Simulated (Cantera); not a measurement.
Feed: 1 mol CH₃Cl, 0.21 mol F₂, 10 mol H₂, equilibrated at 2.20 Pa.

Equilibrium computed with Cantera from the NASA thermochemical tables; the gas is ideal and each condensed phase is pure. Candidate condensed phases: C, C₆H₆, C₇H₈, C₈H₁₈; 118 gas species. Equilibrium is a limit: real reactors are often held back by kinetics, nucleation or transport.

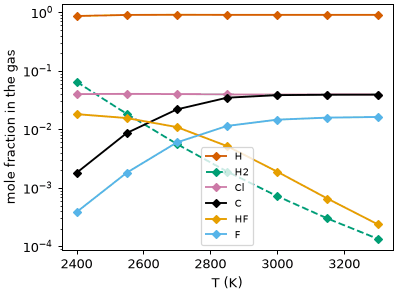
Figure. Equilibrium gas composition (values under 1e-9 drawn at 1e-9)

Question: Read off the mole fractions at 2550 K.

Answer: H about 0.90, Cl about 0.040, H₂ about 0.018, HF about 0.016, C about 0.0087, F about 0.0018.
